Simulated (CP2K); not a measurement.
**C3H5F2 (SMILES F[CH]CCF) at IPEA1-xTB**

What is the energy change on altering one bond length of C3H5F2 at IPEA1-xTB? 

The results are computed with CP2K 2026.2.

3 further runs of the same task are left out: 2 that didn't finish, 1 set aside as unsound or not needed.

## (1) Starting point

C3H5F2 has 10 atoms, charge 0, and is taken as a doublet. SMILES: `F[CH]CCF`. The coordinates come from a GFN2-xTB relaxation. This is one conformer, not always the lowest.

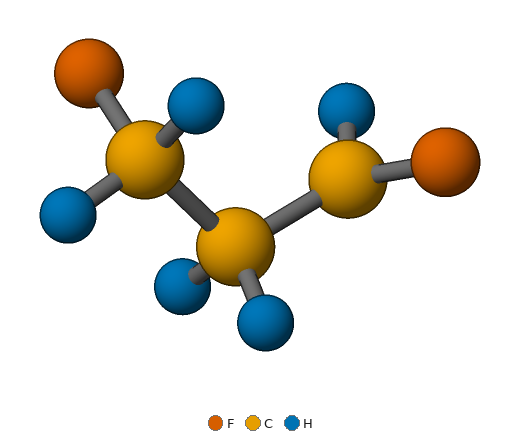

The structure, seen from a chosen angle (fluorine orange, carbon amber, hydrogen blue).

## (2) A single-point energy at IPEA1-xTB

gas.inp reads:

```
&GLOBAL
 PROJECT_NAME gas
 RUN_TYPE ENERGY
 PRINT_LEVEL MEDIUM
&END GLOBAL

&FORCE_EVAL
 METHOD Quickstep
 &DFT
  CHARGE 0
  MULTIPLICITY 2
  UKS T
  &QS
   METHOD XTB
   EPS_DEFAULT 1.0E-10
   &XTB
    GFN_TYPE TBLITE
    &TBLITE
     METHOD IPEA1
    &END TBLITE
    CHECK_ATOMIC_CHARGES F
   &END XTB
  &END QS
  ! no periodic images
  &POISSON
   PERIODIC NONE
   POISSON_SOLVER ANALYTIC
  &END POISSON
  &SCF
   SCF_GUESS ATOMIC
   EPS_SCF 1.0E-06
   MAX_SCF 150
   ADDED_MOS 8
   &DIAGONALIZATION
    ALGORITHM STANDARD
   &END DIAGONALIZATION
   &MIXING
    METHOD DIRECT_P_MIXING
    ALPHA 0.4
   &END MIXING
   &SMEAR ON
    METHOD FERMI_DIRAC
    ELECTRONIC_TEMPERATURE [K] 300
   &END SMEAR
  &END SCF
  ! extra output
  &PRINT
   &MOMENTS
    PERIODIC F
    REFERENCE COM
    MAX_MOMENT 1
   &END MOMENTS
   &MO ON
    ENERGIES T
    OCCUPATION_NUMBERS T
    NDIGITS 6
    &EACH
     QS_SCF 0
    &END EACH
    ADD_LAST NUMERIC
   &END MO
   &HIRSHFELD OFF
   &END HIRSHFELD
  &END PRINT
 &END DFT
 &SUBSYS
  &CELL
   ABC [angstrom] 13.2 13.2 13.8
   PERIODIC NONE
  &END CELL
  &COORD
   UNIT bohr
   F     -3.5164591    -1.3671602     2.0181519
   C     -1.0675441    -0.7446466     2.3221899
   C      0.6107028    -1.0917515     0.1307879
   C      0.4814455     1.1265413    -1.7610169
   F      1.4963607     3.2579067    -0.6994254
   H     -0.7577802     0.5932606     3.8182861
   H      0.0723009    -2.8010088    -0.8914216
   H      2.5594829    -1.2571214     0.7846332
   H     -1.4730982     1.5709104    -2.2675202
   H      1.5945887     0.7130504    -3.4546650
  &END COORD
  &TOPOLOGY
   &CENTER_COORDINATES
   &END CENTER_COORDINATES
  &END TOPOLOGY
 &END SUBSYS
&END FORCE_EVAL
```

Run with:

```
$ OMP_NUM_THREADS=1 cp2k.psmp -i gas.inp > gas.out 2>&1
```

The program printed:

```text
CP2K| version string:                                       CP2K version 2026.2
[...]
 GLOBAL| Method name                                                        CP2K
[...]
 GLOBAL| Run type                                                         ENERGY
[...]
                             - Atoms:                                         10
[...]
                             - Spherical basis functions:                     35
[...]
 Number of electrons:                                                         16
[...]
  *** SCF run converged in    13 steps ***
[...]
  Fermi energy:                                                -0.32721182450361
[...]
 TB_DIPOLE| Moment [Debye]          0.86355277      -1.00172561      -0.81924744
 TB_DIPOLE| Derivative [a.u.]       0.00000000       0.00000000       0.00000000
[...]
 ENERGY| Total FORCE_EVAL ( QS ) energy [hartree]            -20.794290759389394
[...]
```

It took 0.3 s on 1 thread of Arm Neoverse V1, shared host.

## (3) The distorted shape at the same level

mol.inp reads:

```
&GLOBAL
 PROJECT mol
 RUN_TYPE ENERGY
 PRINT_LEVEL MEDIUM
&END GLOBAL

&FORCE_EVAL
 METHOD QS
 &DFT
  MULTIPLICITY 2
  SPIN_POLARIZED T
  # Quickstep
  &QS
   METHOD XTB
   EPS_DEFAULT 1.0E-10
   &XTB
    GFN_TYPE TBLITE
    &TBLITE
     METHOD IPEA1
    &END TBLITE
    CHECK_ATOMIC_CHARGES F
   &END XTB
  &END QS
  &POISSON
   PERIODIC NONE
   POISSON_SOLVER ANALYTIC
  &END POISSON
  &SCF
   SCF_GUESS ATOMIC
   EPS_SCF 1.0E-06
   MAX_SCF 150
   ADDED_MOS 8
   &DIAGONALIZATION
    ALGORITHM STANDARD
   &END DIAGONALIZATION
   &MIXING
    METHOD DIRECT_P_MIXING
    ALPHA 0.4
   &END MIXING
   &SMEAR ON
    METHOD FERMI_DIRAC
    ELECTRONIC_TEMPERATURE [K] 300
   &END SMEAR
  &END SCF
  &PRINT
   &MOMENTS
    PERIODIC F
    REFERENCE COM
    MAX_MOMENT 1
   &END MOMENTS
   &MO ON
    ENERGIES T
    OCCUPATION_NUMBERS T
    NDIGITS 6
    &EACH
     QS_SCF 0
    &END EACH
    ADD_LAST NUMERIC
   &END MO
   &HIRSHFELD OFF
   &END HIRSHFELD
  &END PRINT
 &END DFT
 &SUBSYS
  &CELL
   ABC 13.2 14.4 14.8
   PERIODIC NONE
  &END CELL
  &COORD
   UNIT bohr
   F     -3.3872018    -3.5854643     3.9099662
   C     -0.9382868    -2.9629507     4.2140042
   C      0.7399601    -3.3100556     2.0226022
   C      0.4814455     1.1265413    -1.7610169
   F      1.4963607     3.2579067    -0.6994254
   H     -0.6285229    -1.6250435     5.7101004
   H      0.2015582    -5.0193129     1.0003927
   H      2.6887401    -3.4754256     2.6764475
   H     -1.4730982     1.5709104    -2.2675202
   H      1.5945887     0.7130504    -3.4546650
  &END COORD
  &TOPOLOGY
   &CENTER_COORDINATES
   &END CENTER_COORDINATES
  &END TOPOLOGY
 &END SUBSYS
&END FORCE_EVAL
```

Run with:

```
$ OMP_NUM_THREADS=1 cp2k.psmp mol.inp > mol.out
```

The program printed:

```text
CP2K| version string:                                       CP2K version 2026.2
[...]
 GLOBAL| Method name                                                        CP2K
[...]
 GLOBAL| Run type                                                         ENERGY
[...]
                             - Atoms:                                         10
[...]
                             - Spherical basis functions:                     35
[...]
 Number of electrons:                                                         16
[...]
  *** SCF run converged in    17 steps ***
[...]
  Fermi energy:                                                -0.37471501394876
[...]
 TB_DIPOLE| Moment [Debye]          0.62593436      -0.82312315      -0.21051137
 TB_DIPOLE| Derivative [a.u.]       0.00000000       0.00000000       0.00000000
[...]
 ENERGY| Total FORCE_EVAL ( QS ) energy [hartree]            -20.636233235366866
[...]
```

It took 0.3 s on 1 thread of Arm Neoverse V1, shared host.

## (4) Results

Level: IPEA1-xTB.

```
                                                         quantity         value
                                        first shape: total energy  -20.79429 Eh
           first shape: dipole moment (from atomic charges alone)        1.56 D
                  first shape: HOMO energy (highest over α and β)      -9.35 eV
                   first shape: LUMO energy (lowest over α and β)      -8.45 eV
                                    distorted shape: total energy  -20.63623 Eh
       distorted shape: dipole moment (from atomic charges alone)        1.06 D
              distorted shape: HOMO energy (highest over α and β)     -10.62 eV
               distorted shape: LUMO energy (lowest over α and β)      -9.77 eV
energy change with the C3–C4 bond stretched from 1.544 to 3.089 Å      4.301 eV
```

In words: With the C3–C4 bond stretched from 1.544 to 3.089 Å the energy rises by 4.30 eV (99 kcal/mol). The first shape isn't relaxed at this level, so the change isn't measured from a minimum. The dipole (first shape) comes from point charges on the atoms alone, without atomic dipoles, so it is partial. The dipole (distorted shape) comes from point charges on the atoms alone, without atomic dipoles, so it is partial.
